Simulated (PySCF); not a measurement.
# SO₂F₂: singlet, from a tetrahedral start

Aim: relax SO₂F₂ as a singlet from a tetrahedral start, check by its vibrations whether the end is a minimum, and collect its spectrum and constants.

Method: PBE0, basis S def2-SVP, O def2-SVP, F def2-SVP, no relativity, density fitting; program: PySCF 2.14.0.

**1. The starting structure**

5 atoms, charge 0, spin multiplicity 1.

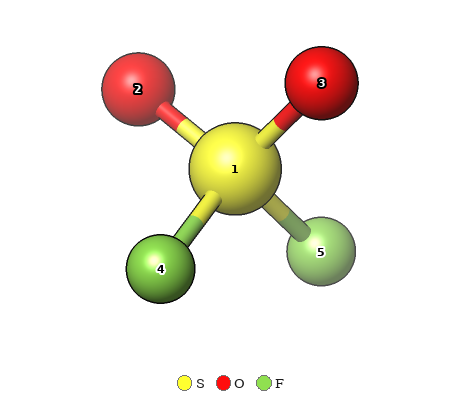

The starting geometry (sulfur yellow, oxygen red, fluorine green); atoms are numbered from 1 in the order of the file.

```xyz
5
charge 0 multiplicity 1
S     0.0000    0.0000   -0.0858
O     0.0000    1.2330   -0.9575
O     0.0000   -1.2330   -0.9575
F     1.3636    0.0000    0.8783
F    -1.3636    0.0000    0.8783
```

**2. Relaxing the singlet from the tetrahedral start**

The steps below are one call of a driver around PySCF. For each, scf.py gives the equivalent set-up of the SCF; relaxations use the driver's own optimiser. Before each start the driver seeks the lowest SCF state from one or more starting densities and follows internal instabilities, so scf.py alone need not reach the same state.

The program finds C2v symmetry in the start, which this walk keeps. The walk stops when the largest gradient is under 0.0003 Eh/bohr and the energy has settled too.

The input, scf.py:

```python
from pyscf import gto, scf, dft
mol = gto.M(atom='''
S      0.000000     0.000000    -0.085791
O      0.000000     1.233000    -0.957491
O     -0.000000    -1.233000    -0.957491
F      1.363600    -0.000000     0.878309
F     -1.363600     0.000000     0.878309''',
    basis={'S': 'def2-SVP', 'O': 'def2-SVP', 'F': 'def2-SVP'},
    charge=0, spin=0)
mf = dft.RKS(mol, xc='PBE0')
mf.grids.atom_grid = (50, 194)
aux = {'S': 'def2-universal-JKFIT', 'O': 'def2-universal-JKFIT', 'F': 'def2-universal-JKFIT'}
mf = mf.density_fit(auxbasis=aux)
mf.kernel()
```

The optimiser's trace:

```csv
step,energy (Eh),change (kJ/mol),largest symmetric gradient (Eh/bohr)
0,-747.314320,0.00,0.12799
1,-747.360882,-122.25,0.04812
2,-747.363323,-128.66,0.02538
3,-747.364823,-132.60,0.00389
4,-747.364850,-132.67,0.00169
5,-747.364855,-132.68,0.00029
6,-747.364855,-132.68,0.00005
```

The walk needed 4.5 s of wall time on 4 threads, shared host.

Positions (Å) and forces (eV/Å) along the way:

```
step 0
S    0.000   0.000  -0.086   0.000   0.000  -6.581
O    0.000   1.233  -0.957   0.000  -2.396   3.920
O    0.000  -1.233  -0.957   0.000   2.396   3.920
F    1.364   0.000   0.878  -2.686   0.000  -0.630
F   -1.364   0.000   0.878   2.686   0.000  -0.630
step 1
S    0.000   0.000  -0.223   0.000   0.000   2.474
O    0.000   1.250  -0.874   0.000   1.115  -0.322
O    0.000  -1.250  -0.874   0.000  -1.115  -0.322
F    1.210   0.000   0.863  -1.318   0.000  -0.915
F   -1.210   0.000   0.863   1.318   0.000  -0.915
step 3
S    0.000   0.000  -0.214   0.000   0.000   0.038
O    0.000   1.265  -0.862   0.000   0.200  -0.079
O    0.000  -1.265  -0.862   0.000  -0.200  -0.079
F    1.162   0.000   0.847   0.011   0.000   0.060
F   -1.162   0.000   0.847  -0.011   0.000   0.060
step 6
S    0.000   0.000  -0.216   0.000   0.000   0.001
O    0.000   1.269  -0.863   0.000   0.000   0.000
O    0.000  -1.269  -0.863   0.000   0.000   0.000
F    1.160   0.000   0.849   0.003   0.000   0.000
F   -1.160   0.000   0.849  -0.003   0.000   0.000
```

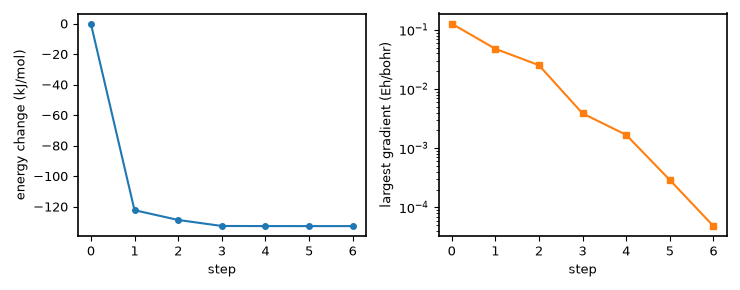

Energy and largest gradient along the walk.

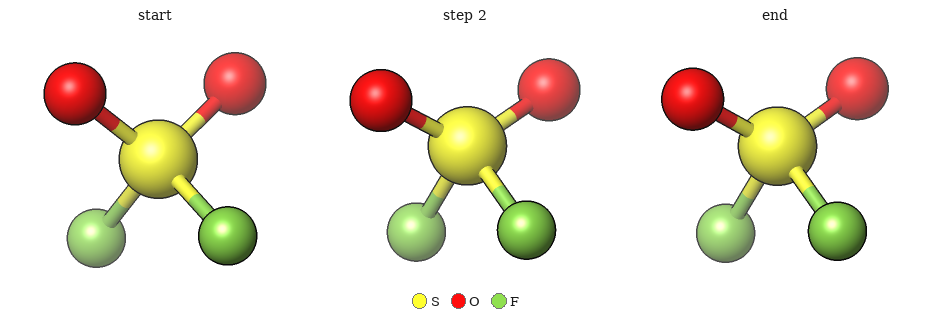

Start and end of the relaxation, with a step between.

It settles in C2v symmetry, 132.7 kJ/mol below the start, after 6 steps: S–F 1.575 Å (×2), S–O 1.424 Å (×2); F–S–F 94.9°, F–S–O 107.9° (×4), O–S–O 126.0°.

**3. Hessian and properties**

On the finer grid the gradient is checked again; gradients at displacements of ±0.01 bohr then give force constants and infrared intensities.

scf.py: that of step 2 with these lines changed.

```diff
@@ -3,5 +3,5 @@
-S      0.000000     0.000000    -0.085791
-O      0.000000     1.233000    -0.957491
-O     -0.000000    -1.233000    -0.957491
-F      1.363600    -0.000000     0.878309
-F     -1.363600     0.000000     0.878309''',
+S     -0.000000     0.000000    -0.193978
+O      0.000000     1.267980    -0.842188
+O     -0.000000    -1.267980    -0.842188
+F      1.159638    -0.000000     0.872544
+F     -1.159638     0.000000     0.872544''',
@@ -11 +11 @@
-mf.grids.atom_grid = (50, 194)
+mf.grids.atom_grid = (75, 302)
```

The driver hands on the density of the step before, so the log starts near convergence.

Log of the central SCF (cycles and frontier levels):

```text
init E= -747.364995275055
  HOMO = -0.387953353456241  LUMO = -0.00983860883602627  gap/eV = 10.28903
cycle= 1 E= -747.364995275045  delta_E= 9.55e-12  |g|= 1.17e-05  |ddm|= 1.27e-05
  HOMO = -0.38795377556118  LUMO = -0.00983825691062279  gap/eV = 10.28905
cycle= 2 E= -747.364995275019  delta_E= 2.64e-11  |g|= 1.72e-05  |ddm|= 1.87e-05
  HOMO = -0.387953380552729  LUMO = -0.00983843561359166  gap/eV = 10.28903
cycle= 3 E= -747.364995275065  delta_E= -4.66e-11  |g|= 9.63e-07  |ddm|= 1.12e-05
  HOMO = -0.387953595022823  LUMO = -0.00983841229235205  gap/eV = 10.28904
Extra cycle  E= -747.364995275065  delta_E= -2.27e-13  |g|= 1.77e-06  |ddm|= 2.04e-06
converged SCF energy = -747.364995275065
```

The whole step took 14 s.

Geometry: C2v; S–F 1.576 Å (×2), S–O 1.424 Å (×2); F–S–F 94.8°, F–S–O 107.9° (×4), O–S–O 125.8°.

Harmonic modes (main isotopes):

```csv
symmetry,ω (cm⁻¹),IR (km/mol),type
a2,357,0.0,bend
a1,359,0.0,bend
b2,511,37.8,bend
b1,512,27.9,bend
a1,522,34.3,bend
a1,848,124,stretch
b1,890,255,mixed
a1,1275,178,stretch
b2,1516,278,stretch
```

All wavenumbers are real: a minimum.

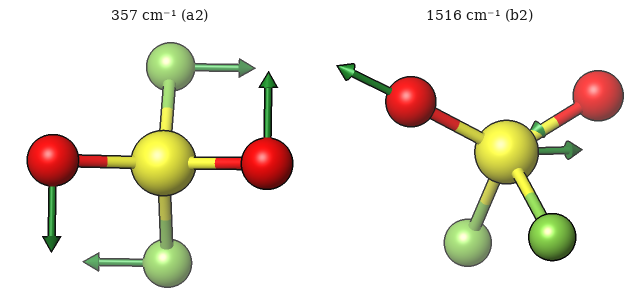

How the atoms move in 2 of the modes.

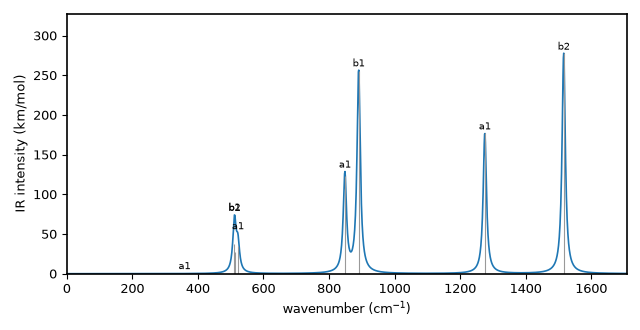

The harmonic infrared spectrum (widths in cm⁻¹). Lines are broadened to a width of 12 cm⁻¹ (Lorentzian).

Constants and moments:

- Dipole moment: 0.78 D
- Highest occupied level: -10.56 eV
- Lowest empty level: -0.27 eV
- Rotational constants: 0.1644, 0.1622, 0.1617 cm⁻¹
- Zero-point energy: 40.6 kJ/mol
- Principal polarisabilities: 17.8, 19.7, 24.0 bohr³
- Atomisation energy without zero-point energy: 1521 kJ/mol
- Principal traceless quadrupole moments about the centre of mass: -3.24, 0.29, 2.95 D Å
- Entropy at 298.15 K and 1 bar: 285.9 J/(mol K)
- Heat capacity Cp at 298.15 K: 67.1 J/(mol K)
- Enthalpy at 298.15 K above 0 K: 13.81 kJ/mol
- Rotational symmetry number: 2

Charges (e) and bond orders:

| atom | Mulliken | Löwdin | polar tensor | Mayer order to S1 |
| --- | --- | --- | --- | --- |
| S1 | 1.29 | 1.24 | 2.56 | – |
| O2,3 | -0.38 | -0.40 | -0.68 | 1.88 |
| F4,5 | -0.27 | -0.22 | -0.60 | 0.94 |

Outer orbital energies (eV). occupied: -14.70, -14.47, -13.80, -13.47, -12.28, -12.01, -10.95, -10.56; empty: -0.27, 0.38, 1.75, 4.40.

Mulliken populations on S1: s 5.18, p 8.66, d 0.87.

**4. Summary of results**

```
                                 quantity                                                                                       value
                                  minimum                                                                                singlet, C2v
                                 geometry            S–F 1.576 Å (×2), S–O 1.424 Å (×2); F–S–F 94.8°, F–S–O 107.9° (×4), O–S–O 125.8°
                       wavenumbers (cm⁻¹)  357 (a2), 359 (a1), 511 (b2), 512 (b1), 522 (a1), 848 (a1), 890 (b1), 1275 (a1), 1516 (b2)
                            dipole moment                                                                                      0.78 D
     highest occupied, lowest empty level                                                                            -10.56, -0.27 eV
                polar-tensor charge of S1                                                                                     +2.56 e
                        zero-point energy                                                                                 40.6 kJ/mol
                      entropy at 298.15 K                                                                             285.9 J/(mol K)
atomisation energy (no zero-point energy)                                                                                 1521 kJ/mol
```

What this shows: The molecule stays C2v, as typed, and the end point is a minimum. In the infrared the band at 1516 cm⁻¹ (b2, stretch) leads. Only this shape and spin were tried, so other structures or states may lie lower.

The search up to here took 19 s.
